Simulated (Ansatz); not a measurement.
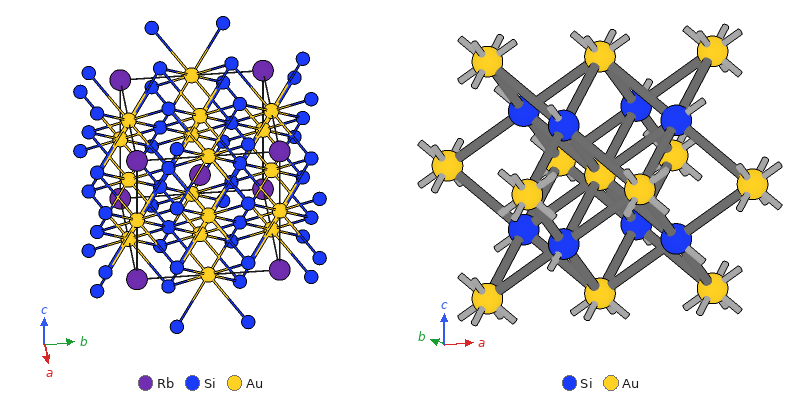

Left: the structure. Right: its underlying net. Nodes are coloured by element. Short stubs are edges that leave the cut-out.

RbSi4Au3 (space group Im-3m, No. 229): the end point of a relaxation with DFT PBE, scalar-relativistic, plane waves, PAW in Ansatz 0.2.0; the starting structure was generated, so it need not be a known form of this composition.

Bonds are taken as Au–Si below 3.3 Å; Rb is left out of the net, as the electropositive filling of the structure. Simplification: prune 0- and 1-connected atoms, fold 2-connected ones into links.

The result is a binodal (6,8)-connected, three-periodic net: Si is a 6-connected node; Au is an 8-connected node, in the ratio 4:3. It is a single net, without interpenetration.

```json
{"node": "Si", "links": "6", "point symbol": "4¹²·6³", "coordination sequence": "6 24 42 98 114 218 222 386 366 602"}
{"node": "Au", "links": "8", "point symbol": "4²⁰·6⁸", "coordination sequence": "8 20 56 74 152 164 296 290 488 452"}
```
